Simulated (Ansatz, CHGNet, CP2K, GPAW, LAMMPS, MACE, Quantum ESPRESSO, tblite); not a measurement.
# CP2K on amorphous Ge (61 atoms): settings against a plane-wave reference

Aim: run amorphous Ge (61 atoms) in CP2K and see how near its forces come to a plane-wave reference, and at what cost.

Method: the method is named at each step, in CP2K 2026.2.

## 1. Set-up

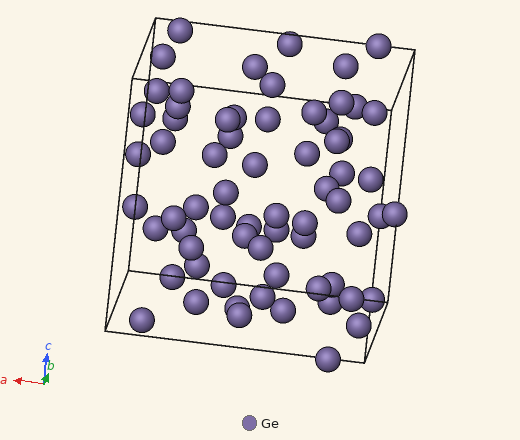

The starting structure, seen from a free direction (germanium purple). Some periodic images of atoms are drawn too.

The cell holds 61 atoms: 61 Ge. Cell: a = 11.207 Å, b = 11.207 Å, c = 11.207 Å, α = 90.0°, β = 90.0°, γ = 90.0°. 61 atoms (61 Ge) placed at random at 5.23 g/cm³, melted at 3500 K for 10 ps at fixed volume with the Tersoff potential (Tersoff, Phys. Rev. B 39, 5566 (1989)). Quenched from 3500 K to 300 K at 6 K/ps and fixed volume, annealed at 1300 K for 20 ps, held 5 ps.

The yardstick, on the same geometry:

| Property | Result |
| --- | --- |
| method | Kohn-Sham DFT, PBE, SSSP efficiency 1.3.0 pseudopotentials, plane waves (Quantum ESPRESSO 7.5); sssp-pbe-1.3.0-efficiency, cutoffs 45/360 Ry, Γ point |
| r.m.s. force component | 0.4425 eV/Å |
| longest force | 1.405 eV/Å |
| pressure | 4.59 GPa |
| time | 3.1 min on 4 MPI ranks of Arm Neoverse V2, shared host |
| CPU time | 12 min |

## 2. PBE, DZVP-UZH, 350/50 Ry, diagonalisation

Method: Kohn-Sham DFT, PBE, GTH-PBE pseudopotentials, Gaussian and plane waves, DZVP-MOLOPT (UZH set), diagonalisation.

File input.inp:

```
&GLOBAL
  PROJECT cell
  RUN_TYPE ENERGY_FORCE
  PRINT_LEVEL LOW
&END GLOBAL
&FORCE_EVAL
  METHOD QS
  STRESS_TENSOR ANALYTICAL
  &DFT
    BASIS_SET_FILE_NAME BASIS_MOLOPT_UZH
    POTENTIAL_FILE_NAME POTENTIAL_UZH
    &MGRID
      CUTOFF 350
      REL_CUTOFF 50
    &END MGRID
    &QS
      EPS_DEFAULT 1.0E-12
    &END QS
    &SCF
      SCF_GUESS ATOMIC
      EPS_SCF 1.0E-06
      MAX_SCF 200
      ADDED_MOS 27
      &DIAGONALIZATION
        ALGORITHM STANDARD
      &END DIAGONALIZATION
      &SMEAR ON
        METHOD FERMI_DIRAC
        ELECTRONIC_TEMPERATURE [K] 580
      &END SMEAR
      &MIXING
        METHOD BROYDEN_MIXING
        ALPHA 0.15
        NBROYDEN 8
      &END MIXING
      &PRINT
        &RESTART OFF
        &END RESTART
      &END PRINT
    &END SCF
    &XC
      &XC_FUNCTIONAL PBE
      &END XC_FUNCTIONAL
    &END XC
    &PRINT
      &MULLIKEN ON
      &END MULLIKEN
      &HIRSHFELD ON
        SHAPE_FUNCTION DENSITY
      &END HIRSHFELD
      &MO ON
        EIGENVALUES T
        OCCUPATION_NUMBERS T
        MO_INDEX_RANGE 111 134
        &EACH
          QS_SCF 0
        &END EACH
        ADD_LAST NUMERIC
      &END MO
    &END PRINT
  &END DFT
  &SUBSYS
    &CELL
      A 11.20750 0.00000 0.00000
      B 0.00000 11.20750 0.00000
      C 0.00000 0.00000 11.20750
    &END CELL
    &COORD
      Ge 1.20514 7.66559 9.10890
      Ge 0.09885 11.01731 3.94807
      Ge 5.87889 10.59916 9.05454
      Ge 2.84760 1.67507 9.96044
      Ge 9.84400 2.49457 0.06355
      Ge 6.70668 0.06993 5.61989
      Ge 10.45929 7.13559 10.56273
      Ge 1.03849 3.60254 4.73080
      Ge 4.38437 3.65992 2.46531
      Ge 4.39939 0.63434 5.20532
      Ge 10.10244 11.19282 10.79383
      Ge 4.63015 3.17217 5.19378
      Ge 9.91315 6.05676 3.27147
      Ge 7.58367 9.93702 7.45523
      Ge 2.43909 4.19967 10.23514
      Ge 8.45292 2.38339 4.24417
      Ge 10.70675 1.51525 7.54534
      Ge 8.40025 7.78507 3.98371
      Ge 1.76765 0.54300 2.35951
      Ge 5.34161 1.65064 9.73730
      Ge 9.48636 5.51319 8.86838
      Ge 5.88360 5.19994 4.05711
      Ge 6.16188 7.47731 3.07691
      Ge 3.71361 8.30308 3.18663
      Ge 0.35965 6.24504 1.26723
      Ge 2.75368 7.15599 1.24616
      Ge 2.89086 10.96430 6.85171
      Ge 2.34136 7.66414 5.07162
      Ge 10.04506 6.81842 6.90898
      Ge 1.93285 2.94645 2.52359
      Ge 3.89561 9.42484 8.36528
      Ge 6.86818 7.86408 0.71280
      Ge 7.69709 3.75339 0.83776
      Ge 1.19853 9.78426 5.64511
      Ge 2.73833 9.04434 10.65217
      Ge 3.87656 10.82846 3.12734
      Ge 7.83886 7.77778 6.37550
      Ge 4.03470 5.09011 0.59949
      Ge 2.64071 3.70173 6.51638
      Ge 7.59521 0.11264 3.33894
      Ge 0.66068 3.88979 0.65104
      Ge 5.69767 2.26492 0.86298
      Ge 1.56445 11.17220 11.18071
      Ge 7.03719 5.45581 8.69455
      Ge 6.94585 3.01829 8.46850
      Ge 11.16458 8.90951 7.48459
      Ge 6.84677 2.44929 6.10954
      Ge 5.67604 0.02578 1.70791
      Ge 9.15899 8.91859 0.52350
      Ge 8.19100 4.33103 3.04250
      Ge 0.36189 5.93460 5.04954
      Ge 6.38413 5.56856 10.99691
      Ge 5.25867 9.52660 11.20022
      Ge 3.86883 7.24105 7.06442
      Ge 5.97707 6.21512 6.54518
      Ge 1.92836 1.68594 7.76231
[... 1 atom lines left out ...]
      Ge 2.42194 5.61810 8.27192
      Ge 9.42136 9.72699 2.90667
      Ge 9.73192 10.59983 8.30902
      Ge 9.38404 3.00641 8.94986
    &END COORD
    &KIND Ge
      BASIS_SET DZVP-MOLOPT-PBE-GTH-q4
      POTENTIAL GTH-PBE-q4
    &END KIND
  &END SUBSYS
  &PRINT
    &FORCES ON
    &END FORCES
    &STRESS_TENSOR ON
    &END STRESS_TENSOR
  &END PRINT
&END FORCE_EVAL
```

On the command line:

```sh
$ OMP_NUM_THREADS=2 cp2k.psmp -i input.inp > output.txt
```

Numbers of over 12 decimals in the logs are rounded to 6 here.

Log:

```text
CP2K| version string:                                       CP2K version 2026.2
 CP2K| Input file name                                                 input.inp
 GLOBAL| Basis set file name                                    BASIS_MOLOPT_UZH
 GLOBAL| Potential file name                                       POTENTIAL_UZH
 GLOBAL| Run type                                                   ENERGY_FORCE
 GLOBAL| Total number of message passing processes                             1
 GLOBAL| Number of threads for this process                                    2
 TOTAL NUMBERS AND MAXIMUM NUMBERS
  Total number of            - Atomic kinds:                                   1
                             - Atoms:                                         61
                             - Shell sets:                                    61
                             - Shells:                                       305
                             - Primitive Cartesian functions:                244
                             - Cartesian basis functions:                    854
                             - Spherical basis functions:                    793
  Maximum angular momentum of the orbital basis functions:                     2
 SCF PARAMETERS         Density guess:                                    ATOMIC
                        max_scf:                                             200
                        eps_scf:                                        1.00E-06
                        added MOs                                        27    0
                        Mixing method:                            BROYDEN_MIXING
                                                charge density mixing in g-space
                        Smear method:                                FERMI_DIRAC
                        Electronic temperature [K]:                        580.0
                        Electronic temperature [a.u.]:                  1.84E-03
                        Accuracy threshold:                             1.00E-10
 Extrapolation method: initial_guess
 Number of electrons:                                                        244
 Number of occupied orbitals:                                                122
 Number of molecular orbitals:                                               149
 Number of orbital functions:                                                793
 Number of independent orbital functions:                                    793
 SCF WAVEFUNCTION OPTIMIZATION
  Step     Update method      Time    Convergence         Total energy    Change
     1 NoMix/Diag. 0.15E+00    2.4     0.44503999      -243.3513583115 -2.43E+02
     2 Broy./Diag. 0.15E+00    3.3     0.02597391      -237.6806359821  5.67E+00
     3 Broy./Diag. 0.15E+00    3.8     0.11965955      -238.0808892526 -4.00E-01
     4 Broy./Diag. 0.15E+00    3.1     0.05992821      -239.0314803730 -9.51E-01
[...]
18 Broy./Diag. 0.15E+00    3.4     0.00000207      -239.0703045948  8.90E-06
    19 Broy./Diag. 0.15E+00    3.7     0.00000070      -239.0702928681  1.17E-05
  *** SCF run converged in    19 steps ***
  Electronic density on regular grids:       -244.0000000000        0.0000000000
  Core density on regular grids:              243.9999999991       -0.0000000009
  Total charge density on r-space grids:       -0.0000000009
  Total charge density g-space grids:          -0.0000000009
  Overlap energy of the core charge distribution:               7.10206e-07
  Self energy of the core charge distribution:               -509.442073
  Core Hamiltonian energy:                                    121.151061
  Hartree energy:                                             220.700577
  Exchange-correlation energy:                                -71.473814
  Electronic entropic energy:                                  -0.00604409
  Fermi energy:                                                 0.150405
  Total energy:                                              -239.070293
  Total energy (extrapolated to T->0):                       -239.067271
 MO| EIGENVALUES AND OCCUPATION NUMBERS
 MO|
 MO|  Index      Eigenvalue [a.u.]        Eigenvalue [eV]             Occupation
 MO|    111               0.116308               3.164898               2.000000
 MO|    112               0.118886               3.235065               2.000000
 MO|    113               0.121190               3.297753               2.000000
[...]
MO|    133               0.202125               5.500100               0.000000
 MO|    134               0.203390               5.534510               0.000000
 MO| Sum:                                                             244.000000
 MO| E(Fermi):            0.150405 a.u.          4.092732 eV
 !-----------------------------------------------------------------------------!
                     Mulliken Population Analysis
 #  Atom  Element  Kind  Atomic population                           Net charge
       1     Ge       1          4.163264                             -0.163264
       2     Ge       1          3.934478                              0.065522
       3     Ge       1          3.941300                              0.058700
[...]
60     Ge       1          3.986338                              0.013662
      61     Ge       1          4.029382                             -0.029382
 # Total charge                            244.000000                  0.000000
 !-----------------------------------------------------------------------------!
 !-----------------------------------------------------------------------------!
                           Hirshfeld Charges
  #Atom  Element  Kind  Ref Charge     Population                    Net charge
      1       Ge     1       4.000          3.997                         0.003
      2       Ge     1       4.000          3.986                         0.014
      3       Ge     1       4.000          4.008                        -0.008
[...]
60       Ge     1       4.000          4.015                        -0.015
     61       Ge     1       4.000          4.000                        -0.000
  Total Charge                                                           -0.000
 !-----------------------------------------------------------------------------!
 ENERGY| Total FORCE_EVAL ( QS ) energy [hartree]           -239.070276
 FORCES| Atomic forces [hartree/bohr]
 FORCES|   Atom     x               y               z               |f|
 FORCES|      1 -6.03431153E-03  1.75251137E-03  1.03101514E-02   1.20740811E-02
 FORCES|      2 -8.11488323E-03 -1.58389608E-03 -7.37862621E-03   1.10817048E-02
 FORCES|      3  3.23768698E-03 -1.38421275E-02  8.68405584E-03   1.66583293E-02
[...]
FORCES|     60  2.06175697E-03  1.88777416E-02  1.69753763E-02   2.54712263E-02
 FORCES|     61  4.45204898E-03  1.08282984E-02 -4.23798756E-03   1.24512379E-02
 FORCES| Sum    -1.23371234E-06  1.35195710E-07  1.29489170E-08
 FORCES| Total atomic force                                       1.24116546E-06
 STRESS| Analytical stress tensor [bar]
 STRESS|                        x                   y                   z
 STRESS|      x        4.00759034034E+04  -1.13465210155E+04   9.49641434806E+03
 STRESS|      y       -1.13465210155E+04   4.53616869602E+04  -1.29269603653E+04
 STRESS|      z        9.49641434806E+03  -1.29269603653E+04   7.64343122865E+04
 STRESS| 1/3 Trace                                             5.39573008834E+04
```

The job ended after 77 s (2 threads of Arm Neoverse V2, shared host; peak memory 1.6 GiB; 2.3 min of CPU time).

Banners, paths, timers and routine set-up lines are dropped from the logs unmarked, and long logs keep their key lines alone; longer cuts are marked.

Compared with the plane-wave run:

```
r.m.s. force component                  : 0.4433 eV/Å
r.m.s. difference of force components   : 26.76 meV/Å
longest difference of force vectors     : 82.12 meV/Å
force difference over r.m.s. force      : 6.047 %
slope of forces against the reference's : 1
correlation of force components         : 0.9982
pressure                                : 5.396 GPa
pressure difference                     : 0.806 GPa
```

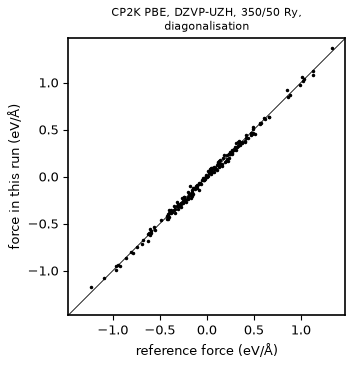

Force components against those of the reference; the line marks equality.

Local excerpt of 9 atoms (numbers count through the whole input) about Ge9, which has 5 bonded neighbours where the commonest count for Ge is 4; x, y, z are measured from there.

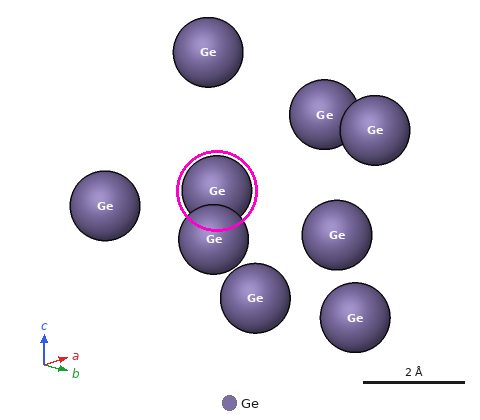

The atoms of the table, within 3.9 Å (arrows a, b, c point along x, y, z); some may hide others; the central atom is ringed.

| atom | x | y | z | distance (Å) | bonds | Hirshfeld charge (e) | Fx | Fy | Fz (eV/Å) |
| --- | --- | --- | --- | --- | --- | --- | --- | --- | --- |
| Ge9 | 0.00 | 0.00 | 0.00 | 0.00 | 5 | -0.02 | -0.34 | -0.59 | 0.09 |
| Ge38 | -0.35 | 1.43 | -1.87 | 2.38 | 4 | -0.01 | 0.29 | 1.36 | -0.29 |
| Ge42 | 1.31 | -1.39 | -1.60 | 2.50 | 4 | -0.02 | 0.29 | 0.17 | 0.26 |
| Ge30 | -2.45 | -0.71 | 0.06 | 2.55 | 4 | 0.01 | 0.36 | 0.41 | 0.29 |
| Ge22 | 1.50 | 1.54 | 1.59 | 2.67 | 5 | 0.02 | 0.64 | -0.17 | -0.12 |
| Ge12 | 0.25 | -0.49 | 2.73 | 2.78 | 5 | 0.02 | 0.62 | 0.23 | 0.11 |
| Ge33 | 3.31 | 0.09 | -1.63 | 3.69 | 4 | 0.00 | 0.16 | -0.94 | -0.56 |
| Ge52 | 2.00 | 1.91 | -2.68 | 3.85 | 4 | 0.01 | 0.00 | 0.92 | 0.15 |
| Ge50 | 3.81 | 0.67 | 0.58 | 3.91 | 4 | 0.00 | -0.60 | 1.08 | 0.57 |

Forces lie 6.0 % from the reference's, at 0.18 times its CPU time (on 2 against 4 cores).

## 3. PBE, TZVP-MOLOPT (SR for Ge), 350/50 Ry, diagonalisation

Method: Kohn-Sham DFT, PBE, GTH-PBE pseudopotentials, Gaussian and plane waves, TZVP-MOLOPT-GTH, diagonalisation.

input.inp: that of step 2 with these lines changed.

```diff
@@ -9,4 +9,5 @@
   &DFT
-    BASIS_SET_FILE_NAME BASIS_MOLOPT_UZH
-    POTENTIAL_FILE_NAME POTENTIAL_UZH
+    BASIS_SET_FILE_NAME BASIS_MOLOPT
+    BASIS_SET_FILE_NAME BASIS_MOLOPT_UCL
+    POTENTIAL_FILE_NAME GTH_POTENTIALS
     &MGRID
@@ -67,7 +68,8 @@
     &END CELL
-    &COORD
-[... 61 atom lines left out: the same atoms as in the first run ...]
-    &END COORD
+    &TOPOLOGY
+      COORD_FILE_NAME structure.xyz
+      COORD_FILE_FORMAT XYZ
+    &END TOPOLOGY
     &KIND Ge
-      BASIS_SET DZVP-MOLOPT-PBE-GTH-q4
+      BASIS_SET TZVP-MOLOPT-SR-GTH-q4
       POTENTIAL GTH-PBE-q4
```

File structure.xyz:

```xyz
61

Ge 1.20514 7.66559 9.10890
Ge 0.09885 11.01731 3.94807
Ge 5.87889 10.59916 9.05454
Ge 2.84760 1.67507 9.96044
Ge 9.84400 2.49457 0.06355
Ge 6.70668 0.06993 5.61989
Ge 10.45929 7.13559 10.56273
Ge 1.03849 3.60254 4.73080
Ge 4.38437 3.65992 2.46531
Ge 4.39939 0.63434 5.20532
Ge 10.10244 11.19282 10.79383
Ge 4.63015 3.17217 5.19378
Ge 9.91315 6.05676 3.27147
Ge 7.58367 9.93702 7.45523
Ge 2.43909 4.19967 10.23514
Ge 8.45292 2.38339 4.24417
Ge 10.70675 1.51525 7.54534
Ge 8.40025 7.78507 3.98371
Ge 1.76765 0.54300 2.35951
Ge 5.34161 1.65064 9.73730
[... 37 atom lines left out ...]
Ge 2.42194 5.61810 8.27192
Ge 9.42136 9.72699 2.90667
Ge 9.73192 10.59983 8.30902
Ge 9.38404 3.00641 8.94986
```

On the command line:

```sh
$ OMP_NUM_THREADS=1 mpirun -np 4 cp2k.psmp -i input.inp > output.txt
```

Log:

```text
CP2K| version string:                                       CP2K version 2026.2
 CP2K| Input file name                                                 input.inp
 GLOBAL| Basis set file name                                        BASIS_MOLOPT
 GLOBAL| Potential file name                                      GTH_POTENTIALS
 GLOBAL| Run type                                                   ENERGY_FORCE
 GLOBAL| Total number of message passing processes                             4
 GLOBAL| Number of threads for this process                                    1
[... lines left out ...]
                        Smear method:                                FERMI_DIRAC
[... lines left out ...]
 Number of electrons:                                                        244
[... lines left out ...]
  Step     Update method      Time    Convergence         Total energy    Change
[... lines left out ...]
  *** SCF run converged in    17 steps ***
[... lines left out ...]
  Fermi energy:                                                 0.149130
  Total energy:                                              -239.200372
  Total energy (extrapolated to T->0):                       -239.197366
[... lines left out ...]
 MO| E(Fermi):            0.149130 a.u.          4.058041 eV
[... lines left out ...]
     61       Ge     1       4.000          4.002                        -0.002
  Total Charge                                                           -0.000
 !-----------------------------------------------------------------------------!
 ENERGY| Total FORCE_EVAL ( QS ) energy [hartree]           -239.200361
 FORCES| Atomic forces [hartree/bohr]
 FORCES|   Atom     x               y               z               |f|
 FORCES|      1 -5.76402904E-03  1.32656360E-03  9.73606303E-03   1.13918710E-02
 FORCES|      2 -8.16147612E-03 -1.08325750E-03 -7.14358079E-03   1.09001782E-02
 FORCES|      3  3.15768857E-03 -1.32606164E-02  8.40666702E-03   1.60152114E-02
[...]
FORCES|     60  2.18265803E-03  1.89608848E-02  1.71785374E-02   2.56784208E-02
 FORCES|     61  4.18104430E-03  1.05570425E-02 -3.92877390E-03   1.20153045E-02
 FORCES| Sum    -1.96614539E-06  3.07694518E-07 -1.24514994E-07
 FORCES| Total atomic force                                       1.99396780E-06
 STRESS| Analytical stress tensor [bar]
 STRESS|                        x                   y                   z
 STRESS|      x        3.91116860461E+04  -1.12538142311E+04   9.50657912837E+03
 STRESS|      y       -1.12538142311E+04   4.44393006180E+04  -1.27548110738E+04
 STRESS|      z        9.50657912837E+03  -1.27548110738E+04   7.50875799869E+04
 STRESS| 1/3 Trace                                             5.28795222170E+04
```

Elapsed: 31 s, on 4 MPI ranks; peak memory 3 GiB.

Compared with the plane-wave run:

```
r.m.s. force component                  : 0.4424 eV/Å
r.m.s. difference of force components   : 19.48 meV/Å
longest difference of force vectors     : 76.95 meV/Å
force difference over r.m.s. force      : 4.401 %
slope of forces against the reference's : 0.9987
correlation of force components         : 0.999
pressure                                : 5.288 GPa
pressure difference                     : 0.6983 GPa
```

Against the first run (6.0 %), the force difference from the reference is 4.4 %, at 0.90 times the CPU time (on 4 against 2 cores), with 1037 basis functions against 793; this set comes with other potentials too, so the change isn't the basis's alone.

[end of part 1 of 3]

[Also dropped from logs without a mark: logging warnings of Python, and SIESTA's first energy breakdown and zero terms.]

[Logs are printed without paths, hosts, clocks, repeated set-up lines and the standing remarks that a program may print on its own settings, such as how far it seeks lower states.]

[Hosts, paths, dates, database ids (printed as entryN), source tags and the programs' standing remarks are cut or masked in the printed files.]
